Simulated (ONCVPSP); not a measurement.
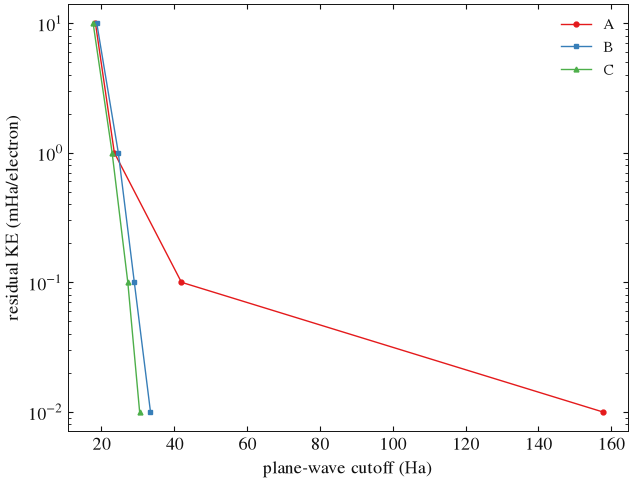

The residual kinetic energy of the 5p1/2 wave for 3 variants of one potential.

Base settings:

| Property | Result |
| --- | --- |
| Element | Te (Z = 52) |
| Generator | ONCVPSP 4.0.1 |
| Type | optimised norm-conserving Vanderbilt (ONCV) |
| Functional | PBE |
| Relativity | fully relativistic |
| Frozen core | [Ar] 3d10 |
| Valence charge | 24 |
| Reference configuration | 4s2 4p6 4d10 5s2 5p4 |
| Partial waves | 4s+5s: rc 1.40 bohr, ncon 3, nbas 6, qcut 11 1/bohr, 2 projectors; 4p+5p: rc 1.40 bohr, ncon 4, nbas 9, qcut 8.4 1/bohr, 2 projectors; 4d: rc 0.95 bohr, ncon 4, nbas 7, qcut 9.3 1/bohr, local |
| Local potential | the d channel |
| Core correction | none |

Match the curves to these variants:
1. base
2. p: rc 1.94
3. all radii scaled by 0.78 (s 1.10, p 1.10, d 0.74 bohr)

A = 3, B = 1, C = 2.

Of the 3 potentials behind this page, the base run counted, 3 are unsound (ghost states, missed reference levels or an overlap that isn't positive definite).
